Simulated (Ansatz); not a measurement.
```xyz
10

Si   -1.2044    1.1516   -1.3138
Si    0.1922   -0.5634   -0.4969
Si    1.0993   -0.7977    1.6687
H    -2.4078    0.4065   -1.7564
H    -0.4150    1.7007   -2.4429
H    -1.4462    2.1074   -0.2148
H     0.5180   -1.6070   -1.5051
H     1.9203   -2.0239    1.7063
H    -0.1162   -0.8387    2.5179
H     1.8597    0.4644    1.8370
```

Geometry: PBE0-D4/def2-TZVP.

All numbers below come from RKS PBE0-D4/def2-TZVPP in Ansatz 0.2.0.

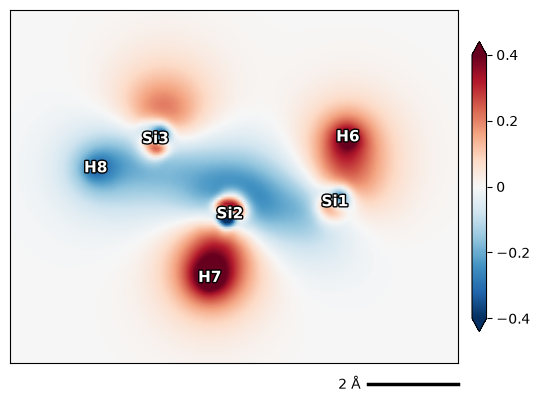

H₇Si₃ (charge +1). The HOMO−1 on the plane of atoms Si3, Si2 and H7 (values in Å⁻³ᐟ²; the overall sign is arbitrary).

Where does this orbital lie, and at what energy?

By Hirshfeld shares it lies mainly on Si2 (about 25 %), H7 (about 15 %), Si3 (about 15 %), Si1 (about 10 %) and H6 (about 10 %). Its energy is −14.31 eV.
